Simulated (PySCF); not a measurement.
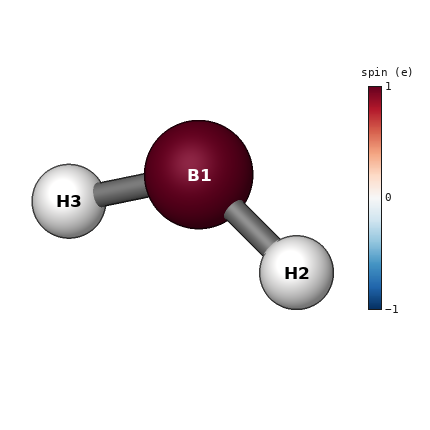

Atoms are coloured by their Mulliken spin populations. Charge 0, doublet. The computed structure is the end point of a PBE0-D3(BJ)/def2-SVP optimisation. No frequency run is at hand to confirm it as a minimum. Properties computed with UKS B3LYP, IGLO-III on B, pcH-1 on H, non-relativistic (PySCF 2.14.0).

List the Mulliken spin populations.

```json
{"atom": "B1", "value (e)": "0.99"}
{"atom": "H2", "value (e)": "0.00"}
{"atom": "H3", "value (e)": "0.00"}
```

Mulliken values depend strongly on the basis set.
